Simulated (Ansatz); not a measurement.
**BCCD(T)/STO-3G run of InH3F− (SMILES [H][In-]([H])([H])[F])**

What is the energy change on altering one bond length of InH3F− at BCCD(T)/STO-3G? 

The results are computed with Ansatz 0.2.0.

4 further runs of the same task are left out: 4 that didn't finish.

## (1) The structure to begin with

InH3F− has 5 atoms, charge -1, and is taken as a singlet. As SMILES, `[H][In-]([H])([H])[F]`. The shape comes from GFN2-xTB, which is rough for such elements, and wasn't checked as a minimum.

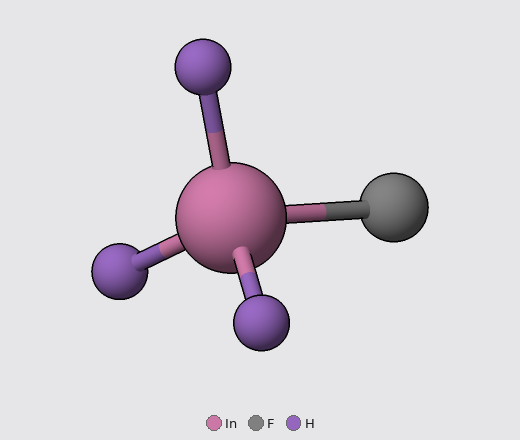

Viewed from a chosen angle; indium pink, fluorine grey, hydrogen purple.

## (2) A single-point energy at BCCD(T)/STO-3G

File run.yaml:

```yaml
crystal:
  periodic: [false, false, false]
  atoms:
    - symbol: In
      position_ang: [0.001730, 0.003130, -0.134360]
    - symbol: F
      position_ang: [0.009540, -0.019260, 1.883540]
    - symbol: H
      position_ang: [1.643850, 0.009670, -0.593190]
    - symbol: H
      position_ang: [-0.832240, 1.425350, -0.564970]
    - symbol: H
      position_ang: [-0.822880, -1.418880, -0.591010]
basis:
  gaussian: {orbitals: STO-3G}
total_charge: -1
correlation: {method: bccd_t, frozen_orbitals: {F: 1, H: 0, In: 18}}
accuracy: high
scf: {omitted_lower_state_checks: [cluster_reference, increment]}
```

The run is started by

```
$ ansatz run run.yaml --threads 1 --pin off --max-ram 2610MiB --events-out events.jsonl --progress --plain --runs-dir runs
```

What it wrote (excerpt; [...] marks lines left out):

```text
Warning: RAYON_NUM_THREADS=1 ignored (pool sized by the plan → 1); use --threads N
Functional definition: HF
  name "HF"
[...]
645 factors; integrals over basis functions are off by at most 3.8e-9 eV
[...]
mean field -157350.40563297 eV, -5782.5207510759 hartree, gradient 2.3e-8 eV, S^2 0.000000; 0 other end points of the search recorded, 0 dependent functions left out
19 core orbitals not correlated: weight in the atoms' cores, before any rotation towards them, 1.000 or more for the frozen orbitals, at most 0.000 for the correlated occupied ones
reference -157350.40563297 eV, -5782.5207510759 hartree; 12, 12 occupied and 4, 4 virtual orbitals, 645 factors
second order -1.29968554 eV of doubles, -0.00000000 eV of singles
cycle   1  -1.62049817 eV  change   -3.2e-1 eV  update   6.3e-2
[...]
cycle  19  -1.83211493 eV  change    1.4e-9 eV  update   2.6e-9
perturbative correction -0.04842543 eV, -0.0017796016 hartree
Total energy: -157352.28617332 eV, -5782.5898596592 hartree
Checks for a lower state left out: cluster_reference, increment
```

It took 0.64 s on 1 thread of Arm Neoverse V2, shared host; peak memory 0.086 GiB.

## (3) The distorted shape, same level

File job.yaml:

```yaml
basis:
  gaussian:
    orbitals: STO-3G
crystal:
  periodic: [false, false, false]
  atoms:
    - {symbol: In, position_ang: [0.207898, 0.358659, -0.020189]}
    - {symbol: F, position_ang: [0.215708, 0.336269, 1.997711]}
    - {symbol: H, position_ang: [1.850018, 0.365199, -0.479019]}
    - {symbol: H, position_ang: [-0.626072, 1.780879, -0.450799]}
    - {symbol: H, position_ang: [-0.822880, -1.418880, -0.591010]}
total_charge: -1
correlation:
  method: bccd_t
  frozen_orbitals: {F: 1, H: 0, In: 18}
accuracy: high
scf:
  omitted_lower_state_checks: [cluster_reference, increment]
```

The run is started by

```
$ ansatz run job.yaml --threads 1 --pin off --max-ram 2610MiB --events-out events.jsonl --progress --plain --runs-dir runs
```

What it wrote (excerpt; [...] marks lines left out):

```text
Warning: RAYON_NUM_THREADS=1 ignored (pool sized by the plan → 1); use --threads N
[... 2 set-up lines as earlier in the session ...]
[...]
645 factors; integrals over basis functions are off by at most 4.4e-9 eV
[...]
mean field -157349.26103359 eV, -5782.4786878246 hartree, gradient 1.9e-8 eV, S^2 0.000000; 0 other end points of the search recorded, 0 dependent functions left out
19 core orbitals not correlated: weight in the atoms' cores, before any rotation towards them, 1.000 or more for the frozen orbitals, at most 0.000 for the correlated occupied ones
reference -157349.26103359 eV, -5782.4786878246 hartree; 12, 12 occupied and 4, 4 virtual orbitals, 645 factors
second order -1.42388877 eV of doubles, -0.00000000 eV of singles
cycle   1  -1.79538394 eV  change   -3.7e-1 eV  update   7.2e-2
[...]
cycle  22  -2.05530637 eV  change    1.9e-9 eV  update   2.1e-9
perturbative correction -0.05781443 eV, -0.0021246410 hartree
Total energy: -157351.37415438 eV, -5782.5563435814 hartree
Checks for a lower state left out: cluster_reference, increment
```

Run time: 0.66 s. Hardware: 1 thread of Arm Neoverse V2, shared host; peak memory 0.084 GiB.

## (4) Outcome

At BCCD(T)/STO-3G, 19 core orbitals frozen:

```
                                                          quantity           value
                                         first shape: total energy  -5782.58986 Eh
         first shape: correlation energy (19 core orbitals frozen)       -69.1 mEh
                                       first shape: (T) correction       -1.78 mEh
                                     distorted shape: total energy  -5782.55634 Eh
     distorted shape: correlation energy (19 core orbitals frozen)       -77.7 mEh
                                   distorted shape: (T) correction       -2.12 mEh
energy change with the In1–H5 bond stretched from 1.706 to 2.133 Å        0.912 eV
```

In words: With the In1–H5 bond stretched from 1.706 to 2.133 Å the energy rises by 0.91 eV (88.0 kJ/mol). The first shape isn't relaxed at this level, so the change isn't measured from a minimum. The minimal basis adds a large error of its own. The triples (first shape) make up 2.6 % of the correlation energy. Relativity is left out (first shape) although the molecule holds a heavy atom. The triples (distorted shape) make up 2.7 % of the correlation energy. Relativity is left out (distorted shape) although the molecule holds a heavy atom.
